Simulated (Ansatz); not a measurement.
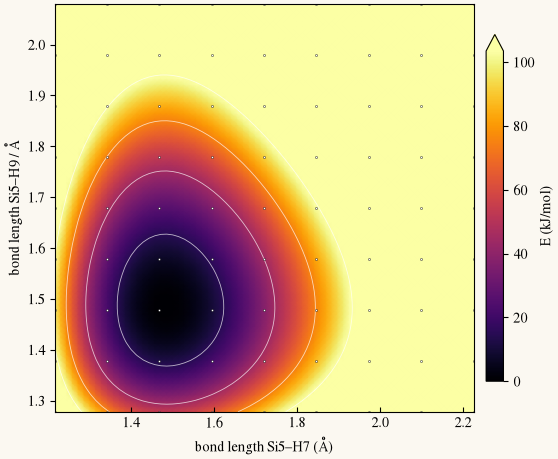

CH₄Cl₂OSi, SMILES [SiH3]OC(Cl)Cl. 
- First axis: bond length Si5–H7. Second axis: bond length Si5–H9.
- Nothing is relaxed (all other coordinates rigid).
- Grid: 9 × 9 points.
- Points are written as (first, second).
- All energies are given in kJ/mol relative to the relaxed molecule at the same level.
- The reference is spin-restricted, which grows unreliable where a bond is stretched far.
- These are results of RKS wB97X-V/def2-SVP (Ansatz 0.2.0), not measurements.

The picture shows a smooth colour map with a few white contour lines, dots at the grid points, one colour for all values above the top of the scale. Between grid points the surface is interpolated.

Where is the minimum, and how stiff is the well along each coordinate?

Answer. The interpolated minimum is at bond length Si5–H7 ≈ 1.483 Å, bond length Si5–H9 ≈ 1.486 Å. The curvatures there are about 19 eV/Å² and 19 eV/Å², with a cross term of about 0 eV/Å². Round the minimum the contours are nearly round: the two directions are equally stiff and uncoupled. (1 eV is 96.5 kJ/mol.)
